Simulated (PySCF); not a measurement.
# GaO2: relaxation and vibrations of the quartet

Aim: relax GaO2 as a quartet from a linear start, check by its vibrations whether the end is a minimum, and collect its spectrum and constants.

The runs use PySCF 2.14.0; PBE0, basis Ga def2-TZVP, O def2-TZVP, no relativity, density fitting.

### Step 1. Where the work starts

3 atoms, charge 0, spin multiplicity 4.

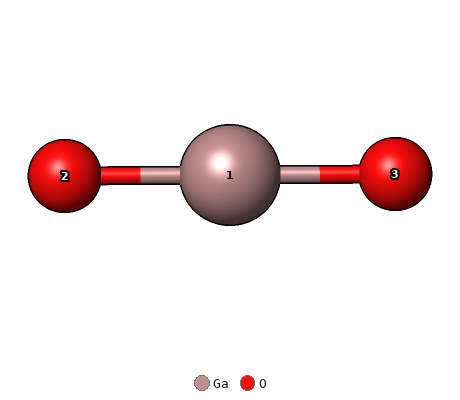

Start geometry, drawn with gallium pink, oxygen red; atoms are numbered from 1 in the order of the file.

Coordinates in bohr (charge 0 multiplicity 4):
```
Ga    0.0000    0.0000    0.0000
O     0.0000    0.0000    3.2881
O     0.0000    0.0000   -3.2881
```

### Step 2. The SCF at the typed geometry

One driver script runs all steps and calls PySCF; scf.py shows how it sets up the SCF of each step. The optimiser is the driver's own. After this first run the driver tries any further starts and a stability analysis.

The input, scf.py:

```python
from pyscf import gto, scf, dft
mol = gto.M(atom='''
Ga     0.000000     0.000000     0.000000
O      0.000000     0.000000     1.740000
O      0.000000     0.000000    -1.740000''',
    basis={'Ga': 'def2-TZVP', 'O': 'def2-TZVP'},
    charge=0, spin=3)
mf = dft.UKS(mol, xc='PBE0')
mf.grids.atom_grid = (50, 194)
aux = {'Ga': 'def2-universal-JKFIT', 'O': 'def2-universal-JKFIT'}
mf = mf.density_fit(auxbasis=aux)
mf.conv_tol = 1e-08
mf.diis_space = 10
mf.max_cycle = 60
mf.init_guess = 'minao'
mf.verbose = 4
mf.kernel()
```

Started as:

```sh
OMP_NUM_THREADS=4 python axn.py task.json out
```

The runs that follow: Linear start, quartet: relaxation; Is it a minimum? Harmonic modes; Leaving the saddle point; Vibrations and properties at this point.

What does the calculation give? Wanted: minimum; geometry; wavenumbers; dipole moment; highest occupied, lowest empty level; polar-tensor charge of Ga1; zero-point energy; atomisation energy; ⟨S²⟩.

As calculated:

| quantity | value |
| --- | --- |
| minimum | quartet, C2v |
| geometry | Ga–O 1.844 Å (×2); O–Ga–O 110.1° |
| wavenumbers (cm⁻¹) | 164, 590, 605 |
| dipole moment | 2.37 D |
| highest occupied, lowest empty level (either spin) | -7.34, -4.93 eV |
| polar-tensor charge of Ga1 | +0.85 e |
| zero-point energy | 8.1 kJ/mol |
| entropy at 298.15 K | 285.1 J/(mol K) |
| atomisation energy (no zero-point energy) | 555 kJ/mol |
| ⟨S²⟩ | 3.763 |

**Reading.** The linear start (D∞h) ends in a minimum of C2v symmetry, after a stop at a second-order saddle point 70.4 kJ/mol higher, from which it was pushed off along an imaginary mode. The strongest infrared band lies at 605 cm⁻¹ (stretch). The first SCF alone would have been 96 kJ/mol too high. Only this shape and spin were tried, so other structures or states may lie lower. The SCF density has lower symmetry than the nuclear frame.
